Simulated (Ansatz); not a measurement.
# PH (triplet): PBE, BLYP, r2SCAN, B97M-V, PBE0, B3LYP over vertical spin and charge gaps, def2-QZVPP, part 2 of 2

Ansatz 0.2.0, Gaussian basis; def2-QZVPP, all electrons in the functionals.

### Step 19. B97M-V, charge 0, quintet

The input, in.yaml:

```yaml
crystal:
  periodic: [false, false, false]
  atoms:
    - {symbol: P, position_ang: [0.000000, 0.000000, 0.000000]}
    - {symbol: H, position_ang: [0.000000, 0.000000, 1.428200]}
basis:
  gaussian: {orbitals: "def2-QZVPP.json"}
magnetization: {spin_polarized: true, initial_magnetization: 4}
hamiltonian: {xc: {name: B97M-V}}
```

On the command line:

```bash
> ansatz run in.yaml --threads 1 --pin off --events-out ev --progress --plain --max-ram 2393MiB
```

What it wrote (excerpt; [...] marks lines left out):

```text
Functional definition: B97M-V
  name "B97M-V"
  cite "Mardirossian & Head-Gordon, J. Chem. Phys. 142, 074111 (2015) doi:10.1063/1.4907719"
  cite "Becke, J. Chem. Phys. 107, 8554 (1997) doi:10.1063/1.475007"
  cite "Vydrov & Van Voorhis, J. Chem. Phys. 133, 244103 (2010) doi:10.1063/1.3521275"
  # Of w^i u^j: cxij and so on, Table III.
[...]
  gx(w, u) = cx00 + cx01*u + cx02*u^2 + (cx10 + cx11*u)*w
[...]
  gos(w, u) = cos00 + cos01*u + cos03*u^3 + cos10*w + cos32*w^3*u^2
[...]
      + integral(e_c_pw_mod_opposite_spin*gos(b97_w_opposite, b97_u_opposite)) + vv10(b, c)
408 factors; their error is unknown
[...]
mean field -9294.12954554 eV, -341.5529610114 hartree, gradient 3.8e-5 eV, S^2 6.002729; 0 other end points of the search recorded, 0 dependent functions left out
reference -9294.12958957 eV, -341.5529626292 hartree; 10, 6 occupied and 90, 94 virtual orbitals, 408 factors
Total energy: -9294.12958957 eV, -341.5529626292 hartree
```

Run time: 4.1 s. Hardware: 1 thread of Arm Neoverse V1, shared host.

From the report: ⟨S²⟩ of the determinant 6.003 (pure quintet: 6.00).

From charge 0, triplet: +660.1 kJ/mol.

### Step 20. B97M-V, charge 1, doublet

Edit in.yaml of step 19 so:

```diff
@@ -7,3 +7,4 @@
   gaussian: {orbitals: "def2-QZVPP.json"}
-magnetization: {spin_polarized: true, initial_magnetization: 4}
+total_charge: 1
+magnetization: {spin_polarized: true, initial_magnetization: 1}
 hamiltonian: {xc: {name: B97M-V}}
```

Launched as before.

What it wrote (excerpt; [...] marks lines left out):

```text
Functional definition: B97M-V
  name "B97M-V"
  cite "Mardirossian & Head-Gordon, J. Chem. Phys. 142, 074111 (2015) doi:10.1063/1.4907719"
  cite "Becke, J. Chem. Phys. 107, 8554 (1997) doi:10.1063/1.475007"
  cite "Vydrov & Van Voorhis, J. Chem. Phys. 133, 244103 (2010) doi:10.1063/1.3521275"
  # Of w^i u^j: cxij and so on, Table III.
[...]
  gx(w, u) = cx00 + cx01*u + cx02*u^2 + (cx10 + cx11*u)*w
[...]
  gos(w, u) = cos00 + cos01*u + cos03*u^3 + cos10*w + cos32*w^3*u^2
[...]
      + integral(e_c_pw_mod_opposite_spin*gos(b97_w_opposite, b97_u_opposite)) + vv10(b, c)
408 factors; their error is unknown
[...]
mean field -9290.70720001 eV, -341.4271921329 hartree, gradient 1.3e-5 eV, S^2 0.754766; 4 other end points of the search recorded, 0 dependent functions left out
reference -9290.70724734 eV, -341.4271938721 hartree; 8, 7 occupied and 92, 93 virtual orbitals, 408 factors
Total energy: -9290.70724734 eV, -341.4271938721 hartree
```

Run time: 9 s. Hardware: 1 thread of Arm Neoverse V1, shared host.

From the report: ⟨S²⟩ of the determinant 0.755 (pure doublet: 0.75).

From charge 0, triplet: +990.3 kJ/mol.

### Step 21. B97M-V, charge 1, quartet

Edit in.yaml of step 20 so:

```diff
@@ -8,3 +8,3 @@
 total_charge: 1
-magnetization: {spin_polarized: true, initial_magnetization: 1}
+magnetization: {spin_polarized: true, initial_magnetization: 3}
 hamiltonian: {xc: {name: B97M-V}}
```

Launched as before.

What it wrote (excerpt; [...] marks lines left out):

```text
Functional definition: B97M-V
  name "B97M-V"
  cite "Mardirossian & Head-Gordon, J. Chem. Phys. 142, 074111 (2015) doi:10.1063/1.4907719"
  cite "Becke, J. Chem. Phys. 107, 8554 (1997) doi:10.1063/1.475007"
  cite "Vydrov & Van Voorhis, J. Chem. Phys. 133, 244103 (2010) doi:10.1063/1.3521275"
  # Of w^i u^j: cxij and so on, Table III.
[...]
  gx(w, u) = cx00 + cx01*u + cx02*u^2 + (cx10 + cx11*u)*w
[...]
  gos(w, u) = cos00 + cos01*u + cos03*u^3 + cos10*w + cos32*w^3*u^2
[...]
      + integral(e_c_pw_mod_opposite_spin*gos(b97_w_opposite, b97_u_opposite)) + vv10(b, c)
408 factors; their error is unknown
[...]
mean field -9289.02734668 eV, -341.3654586615 hartree, gradient 3.6e-5 eV, S^2 3.751637; 0 other end points of the search recorded, 0 dependent functions left out
reference -9289.02739816 eV, -341.3654605534 hartree; 9, 6 occupied and 91, 94 virtual orbitals, 408 factors
Total energy: -9289.02739816 eV, -341.3654605534 hartree
```

Wall time 4.6 s (1 thread of Arm Neoverse V1, shared host).

From the report: ⟨S²⟩ of the determinant 3.752 (pure quartet: 3.75).

From charge 0, triplet: +1152.4 kJ/mol.

### Step 22. PBE0, charge 0, triplet

The input, in.yaml:

```yaml
crystal:
  periodic: [false, false, false]
  atoms:
    - {symbol: P, position_ang: [0.000000, 0.000000, 0.000000]}
    - {symbol: H, position_ang: [0.000000, 0.000000, 1.428200]}
basis:
  gaussian: {orbitals: "def2-QZVPP.json"}
magnetization: {spin_polarized: true, initial_magnetization: 2}
hamiltonian: {xc: {name: PBE0}}
output: {orbitals: {seedname: orbitals}}
```

Same command.

What it wrote (excerpt; [...] marks lines left out):

```text
Functional definition: PBE0
  name "PBE0"
  cite "Adamo & Barone, J. Chem. Phys. 110, 6158 (1999) doi:10.1063/1.478522"
  cite "Perdew, Burke & Ernzerhof, Phys. Rev. Lett. 77, 3865 (1996) doi:10.1103/PhysRevLett.77.3865"
  parent pbe
[...]
440 factors; their error is unknown
[...]
mean field -9299.89880130 eV, -341.7649772500 hartree, gradient 5.0e-5 eV, S^2 2.009403; 0 other end points of the search recorded, 0 dependent functions left out
reference -9299.89882514 eV, -341.7649781260 hartree; 9, 7 occupied and 91, 93 virtual orbitals, 440 factors
Total energy: -9299.89882514 eV, -341.7649781260 hartree
```

Wall time 1.2 s (1 thread of Arm Neoverse V1, shared host).

From the report: ⟨S²⟩ of the determinant 2.009 (pure triplet: 2.00).

### Step 23. PBE0, charge 0, singlet

Edit in.yaml of step 22 so:

```diff
@@ -7,3 +7,3 @@
   gaussian: {orbitals: "def2-QZVPP.json"}
-magnetization: {spin_polarized: true, initial_magnetization: 2}
+magnetization: {spin_polarized: true, initial_magnetization: 0}
 hamiltonian: {xc: {name: PBE0}}
```

Same command.

What it wrote (excerpt; [...] marks lines left out):

```text
Functional definition: PBE0
  name "PBE0"
  cite "Adamo & Barone, J. Chem. Phys. 110, 6158 (1999) doi:10.1063/1.478522"
  cite "Perdew, Burke & Ernzerhof, Phys. Rev. Lett. 77, 3865 (1996) doi:10.1103/PhysRevLett.77.3865"
  parent pbe
[...]
440 factors; their error is unknown
[...]
mean field -9299.55225959 eV, -341.7522420772 hartree, gradient 2.3e-5 eV, S^2 1.014832; 4 other end points of the search recorded, 0 dependent functions left out
reference -9299.55228202 eV, -341.7522429012 hartree; 8, 8 occupied and 92, 92 virtual orbitals, 440 factors
Total energy: -9299.55228202 eV, -341.7522429012 hartree
```

Wall time 3.2 s (1 thread of Arm Neoverse V1, shared host).

From the report: ⟨S²⟩ of the determinant 1.015 (pure singlet: 0.00). The determinant is far from a pure spin state, so its energy mixes those of several spin states (harmless only where they are near-degenerate, as at dissociation).

From charge 0, triplet: +33.4 kJ/mol.

### Step 24. PBE0, charge 0, quintet

Edit in.yaml of step 23 so:

```diff
@@ -7,3 +7,3 @@
   gaussian: {orbitals: "def2-QZVPP.json"}
-magnetization: {spin_polarized: true, initial_magnetization: 0}
+magnetization: {spin_polarized: true, initial_magnetization: 4}
 hamiltonian: {xc: {name: PBE0}}
```

Launched as before.

What it wrote (excerpt; [...] marks lines left out):

```text
Functional definition: PBE0
  name "PBE0"
  cite "Adamo & Barone, J. Chem. Phys. 110, 6158 (1999) doi:10.1063/1.478522"
  cite "Perdew, Burke & Ernzerhof, Phys. Rev. Lett. 77, 3865 (1996) doi:10.1103/PhysRevLett.77.3865"
  parent pbe
[...]
440 factors; their error is unknown
[...]
mean field -9293.20480062 eV, -341.5189772622 hartree, gradient 8.4e-5 eV, S^2 6.001853; 0 other end points of the search recorded, 0 dependent functions left out
reference -9293.20482387 eV, -341.5189781169 hartree; 10, 6 occupied and 90, 94 virtual orbitals, 440 factors
Total energy: -9293.20482387 eV, -341.5189781169 hartree
```

Run time: 1.1 s. Hardware: 1 thread of Arm Neoverse V1, shared host.

From the report: ⟨S²⟩ of the determinant 6.002 (pure quintet: 6.00).

From charge 0, triplet: +645.9 kJ/mol.

### Step 25. PBE0, charge 1, doublet

Edit in.yaml of step 24 so:

```diff
@@ -7,3 +7,4 @@
   gaussian: {orbitals: "def2-QZVPP.json"}
-magnetization: {spin_polarized: true, initial_magnetization: 4}
+total_charge: 1
+magnetization: {spin_polarized: true, initial_magnetization: 1}
 hamiltonian: {xc: {name: PBE0}}
```

Same command.

What it wrote (excerpt; [...] marks lines left out):

```text
Functional definition: PBE0
  name "PBE0"
  cite "Adamo & Barone, J. Chem. Phys. 110, 6158 (1999) doi:10.1063/1.478522"
  cite "Perdew, Burke & Ernzerhof, Phys. Rev. Lett. 77, 3865 (1996) doi:10.1103/PhysRevLett.77.3865"
  parent pbe
[...]
440 factors; their error is unknown
[...]
mean field -9289.61977559 eV, -341.3872300226 hartree, gradient 3.5e-5 eV, S^2 0.756400; 1 other end points of the search recorded, 0 dependent functions left out
reference -9289.61979999 eV, -341.3872309192 hartree; 8, 7 occupied and 92, 93 virtual orbitals, 440 factors
Total energy: -9289.61979999 eV, -341.3872309192 hartree
```

Run time: 1.7 s. Hardware: 1 thread of Arm Neoverse V1, shared host.

From the report: ⟨S²⟩ of the determinant 0.756 (pure doublet: 0.75).

From charge 0, triplet: +991.8 kJ/mol.

### Step 26. PBE0, charge 1, quartet

Edit in.yaml of step 25 so:

```diff
@@ -8,3 +8,3 @@
 total_charge: 1
-magnetization: {spin_polarized: true, initial_magnetization: 1}
+magnetization: {spin_polarized: true, initial_magnetization: 3}
 hamiltonian: {xc: {name: PBE0}}
```

Same command.

What it wrote (excerpt; [...] marks lines left out):

```text
Functional definition: PBE0
  name "PBE0"
  cite "Adamo & Barone, J. Chem. Phys. 110, 6158 (1999) doi:10.1063/1.478522"
  cite "Perdew, Burke & Ernzerhof, Phys. Rev. Lett. 77, 3865 (1996) doi:10.1103/PhysRevLett.77.3865"
  parent pbe
[...]
440 factors; their error is unknown
[...]
mean field -9288.07095053 eV, -341.3303117513 hartree, gradient 1.3e-5 eV, S^2 3.751267; 0 other end points of the search recorded, 0 dependent functions left out
reference -9288.07097818 eV, -341.3303127673 hartree; 9, 6 occupied and 91, 94 virtual orbitals, 440 factors
Total energy: -9288.07097818 eV, -341.3303127673 hartree
```

It took 1.1 s on 1 thread of Arm Neoverse V1, shared host.

From the report: ⟨S²⟩ of the determinant 3.751 (pure quartet: 3.75).

From charge 0, triplet: +1141.2 kJ/mol.

### Step 27. B3LYP, charge 0, triplet

The input, in.yaml:

```yaml
crystal:
  periodic: [false, false, false]
  atoms:
    - {symbol: P, position_ang: [0.000000, 0.000000, 0.000000]}
    - {symbol: H, position_ang: [0.000000, 0.000000, 1.428200]}
basis:
  gaussian: {orbitals: "def2-QZVPP.json"}
magnetization: {spin_polarized: true, initial_magnetization: 2}
hamiltonian: {xc: {name: B3LYP}}
```

Launched as before.

What it wrote (excerpt; [...] marks lines left out):

```text
Functional definition: B3LYP
  name "B3LYP"
  cite "Stephens, Devlin, Chabalowski & Frisch, J. Phys. Chem. 98, 11623 (1994) doi:10.1021/j100096a001"
  cite "Becke, Phys. Rev. A 38, 3098 (1988) doi:10.1103/PhysRevA.38.3098"
  cite "Lee, Yang & Parr, Phys. Rev. B 37, 785 (1988) doi:10.1103/PhysRevB.37.785"
  cite "Vosko, Wilk & Nusair, Can. J. Phys. 58, 1200 (1980) doi:10.1139/p80-159"
[...]
433 factors; their error is unknown
[...]
mean field -9304.05485043 eV, -341.9177092382 hartree, gradient 4.3e-5 eV, S^2 2.006390; 0 other end points of the search recorded, 0 dependent functions left out
reference -9304.05502572 eV, -341.9177156802 hartree; 9, 7 occupied and 91, 93 virtual orbitals, 433 factors
Total energy: -9304.05502572 eV, -341.9177156802 hartree
```

Wall time 1.1 s (1 thread of Arm Neoverse V1, shared host).

From the report: ⟨S²⟩ of the determinant 2.006 (pure triplet: 2.00).

### Step 28. B3LYP, charge 0, singlet

Edit in.yaml of step 27 so:

```diff
@@ -7,3 +7,3 @@
   gaussian: {orbitals: "def2-QZVPP.json"}
-magnetization: {spin_polarized: true, initial_magnetization: 2}
+magnetization: {spin_polarized: true, initial_magnetization: 0}
 hamiltonian: {xc: {name: B3LYP}}
```

Launched as before.

What it wrote (excerpt; [...] marks lines left out):

```text
Functional definition: B3LYP
  name "B3LYP"
  cite "Stephens, Devlin, Chabalowski & Frisch, J. Phys. Chem. 98, 11623 (1994) doi:10.1021/j100096a001"
  cite "Becke, Phys. Rev. A 38, 3098 (1988) doi:10.1103/PhysRevA.38.3098"
  cite "Lee, Yang & Parr, Phys. Rev. B 37, 785 (1988) doi:10.1103/PhysRevB.37.785"
  cite "Vosko, Wilk & Nusair, Can. J. Phys. 58, 1200 (1980) doi:10.1139/p80-159"
[...]
433 factors; their error is unknown
[...]
mean field -9303.77341954 eV, -341.9073668440 hartree, gradient 1.2e-5 eV, S^2 1.010694; 4 other end points of the search recorded, 0 dependent functions left out
reference -9303.77359200 eV, -341.9073731817 hartree; 8, 8 occupied and 92, 92 virtual orbitals, 433 factors
Total energy: -9303.77359200 eV, -341.9073731817 hartree
```

Run time: 4.2 s. Hardware: 1 thread of Arm Neoverse V1, shared host.

From the report: ⟨S²⟩ of the determinant 1.011 (pure singlet: 0.00). The determinant is far from a pure spin state, so its energy mixes those of several spin states (harmless only where they are near-degenerate, as at dissociation).

From charge 0, triplet: +27.2 kJ/mol.

### Step 29. B3LYP, charge 0, quintet

Edit in.yaml of step 28 so:

```diff
@@ -7,3 +7,3 @@
   gaussian: {orbitals: "def2-QZVPP.json"}
-magnetization: {spin_polarized: true, initial_magnetization: 0}
+magnetization: {spin_polarized: true, initial_magnetization: 4}
 hamiltonian: {xc: {name: B3LYP}}
```

The command is unchanged.

What it wrote (excerpt; [...] marks lines left out):

```text
Functional definition: B3LYP
  name "B3LYP"
  cite "Stephens, Devlin, Chabalowski & Frisch, J. Phys. Chem. 98, 11623 (1994) doi:10.1021/j100096a001"
  cite "Becke, Phys. Rev. A 38, 3098 (1988) doi:10.1103/PhysRevA.38.3098"
  cite "Lee, Yang & Parr, Phys. Rev. B 37, 785 (1988) doi:10.1103/PhysRevB.37.785"
  cite "Vosko, Wilk & Nusair, Can. J. Phys. 58, 1200 (1980) doi:10.1139/p80-159"
[...]
433 factors; their error is unknown
[...]
mean field -9297.12544782 eV, -341.6630583895 hartree, gradient 5.1e-5 eV, S^2 6.001634; 0 other end points of the search recorded, 0 dependent functions left out
reference -9297.12561403 eV, -341.6630644975 hartree; 10, 6 occupied and 90, 94 virtual orbitals, 433 factors
Total energy: -9297.12561403 eV, -341.6630644975 hartree
```

Run time: 1.1 s. Hardware: 1 thread of Arm Neoverse V1, shared host.

From the report: ⟨S²⟩ of the determinant 6.002 (pure quintet: 6.00).

From charge 0, triplet: +668.6 kJ/mol.

### Step 30. B3LYP, charge 1, doublet

Edit in.yaml of step 29 so:

```diff
@@ -7,3 +7,4 @@
   gaussian: {orbitals: "def2-QZVPP.json"}
-magnetization: {spin_polarized: true, initial_magnetization: 4}
+total_charge: 1
+magnetization: {spin_polarized: true, initial_magnetization: 1}
 hamiltonian: {xc: {name: B3LYP}}
```

The command is unchanged.

What it wrote (excerpt; [...] marks lines left out):

```text
Functional definition: B3LYP
  name "B3LYP"
  cite "Stephens, Devlin, Chabalowski & Frisch, J. Phys. Chem. 98, 11623 (1994) doi:10.1021/j100096a001"
  cite "Becke, Phys. Rev. A 38, 3098 (1988) doi:10.1103/PhysRevA.38.3098"
  cite "Lee, Yang & Parr, Phys. Rev. B 37, 785 (1988) doi:10.1103/PhysRevB.37.785"
  cite "Vosko, Wilk & Nusair, Can. J. Phys. 58, 1200 (1980) doi:10.1139/p80-159"
[...]
433 factors; their error is unknown
[...]
mean field -9293.89152342 eV, -341.5442138599 hartree, gradient 2.6e-5 eV, S^2 0.754640; 1 other end points of the search recorded, 0 dependent functions left out
reference -9293.89169519 eV, -341.5442201723 hartree; 8, 7 occupied and 92, 93 virtual orbitals, 433 factors
Total energy: -9293.89169519 eV, -341.5442201723 hartree
```

It took 1.3 s on 1 thread of Arm Neoverse V1, shared host.

From the report: ⟨S²⟩ of the determinant 0.755 (pure doublet: 0.75).

From charge 0, triplet: +980.6 kJ/mol.

### Step 31. B3LYP, charge 1, quartet

Edit in.yaml of step 30 so:

```diff
@@ -8,3 +8,3 @@
 total_charge: 1
-magnetization: {spin_polarized: true, initial_magnetization: 1}
+magnetization: {spin_polarized: true, initial_magnetization: 3}
 hamiltonian: {xc: {name: B3LYP}}
```

Same command.

What it wrote (excerpt; [...] marks lines left out):

```text
Functional definition: B3LYP
  name "B3LYP"
  cite "Stephens, Devlin, Chabalowski & Frisch, J. Phys. Chem. 98, 11623 (1994) doi:10.1021/j100096a001"
  cite "Becke, Phys. Rev. A 38, 3098 (1988) doi:10.1103/PhysRevA.38.3098"
  cite "Lee, Yang & Parr, Phys. Rev. B 37, 785 (1988) doi:10.1103/PhysRevB.37.785"
  cite "Vosko, Wilk & Nusair, Can. J. Phys. 58, 1200 (1980) doi:10.1139/p80-159"
[...]
433 factors; their error is unknown
[...]
mean field -9292.04812334 eV, -341.4764701564 hartree, gradient 1.3e-5 eV, S^2 3.751304; 0 other end points of the search recorded, 0 dependent functions left out
reference -9292.04829747 eV, -341.4764765555 hartree; 9, 6 occupied and 91, 94 virtual orbitals, 433 factors
Total energy: -9292.04829747 eV, -341.4764765555 hartree
```

It took 1.2 s on 1 thread of Arm Neoverse V1, shared host.

From the report: ⟨S²⟩ of the determinant 3.751 (pure quartet: 3.75).

From charge 0, triplet: +1158.5 kJ/mol.

### Step 32. Against the wave-function levels

No level is safe as a reference over these points; UCCSD(T) serves as a yardstick only. It and the other wave-function rows come from earlier runs at the same points. Energies in kJ/mol, counted from charge 0, triplet; blanks weren't run or aren't comparable.

```tsv
level	triplet to singlet	triplet to quintet	ionisation to the doublet cation	ionisation to the quartet cation
UCCSD(T)		659.8	979.1	1139.6
PBE	32.7	642.5	987.6	1141.3
BLYP	25.4	665.3	962.0	1143.5
r2SCAN	27.9	635.7	1004.9	1134.4
B97M-V	41.0	660.1	990.3	1152.4
PBE0	33.4	645.9	991.8	1141.2
B3LYP	27.2	668.6	980.6	1158.5
RHF	174.2	579.4	927.1	1015.2
UHF	41.6	589.2	931.3	1029.8
UMP2		650.3	979.7	1126.2
```

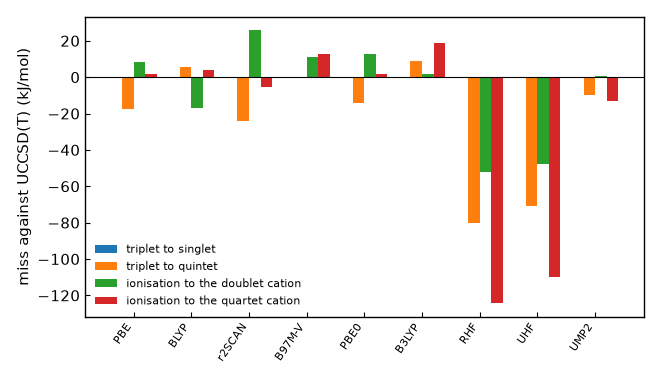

Misses of the gaps against UCCSD(T).

Largest miss and mean time a point (UCCSD(T) took 2.2 s a point; shared hosts):

```tsv
level	largest miss (kJ/mol)	where	time a point
PBE	-17.3	triplet to quintet	1.6 s
BLYP	-17.1	ionisation to the doublet cation	1.9 s
r2SCAN	+25.8	ionisation to the doublet cation	4.4 s
B97M-V	+12.9	ionisation to the quartet cation	7.3 s
PBE0	-13.9	triplet to quintet	1.7 s
B3LYP	+18.9	ionisation to the quartet cation	1.8 s
RHF	-124.4	ionisation to the quartet cation	
UHF	-109.7	ionisation to the quartet cation	
UMP2	-13.4	ionisation to the quartet cation
```

### Step 33. Results

This closing draws on all 2 parts.

| quantity | value |
| --- | --- |
| triplet to quintet, UCCSD(T) | 659.8 kJ/mol |
| ionisation to the doublet cation, UCCSD(T) | 979.1 kJ/mol |
| ionisation to the quartet cation, UCCSD(T) | 1139.6 kJ/mol |
| largest miss, PBE | -17.3 kJ/mol (triplet to quintet) |
| largest miss, BLYP | -17.1 kJ/mol (ionisation to the doublet cation) |
| largest miss, r2SCAN | +25.8 kJ/mol (ionisation to the doublet cation) |
| largest miss, B97M-V | +12.9 kJ/mol (ionisation to the quartet cation) |
| largest miss, PBE0 | -13.9 kJ/mol (triplet to quintet) |
| largest miss, B3LYP | +18.9 kJ/mol (ionisation to the quartet cation) |

In words: Misses are known at 3 of 4 points at best, and only functionals with that many are ranked. Of the functionals, B97M-V keep the smallest largest miss at the points compared (at most 12.9 kJ/mol) and r2SCAN strays most (25.8 kJ/mol, at ionisation to the doublet cation). PBE, BLYP, r2SCAN, B97M-V, PBE0, B3LYP clearly break the spin symmetry at some points (⟨S²⟩ up to 1.02 above the pure value), so energy there is bought with a mixed spin. Functionals and the yardstick converge differently with the basis, so part of each miss in def2-QZVPP is the basis. The yardstick itself may be off where one determinant is a poor start.
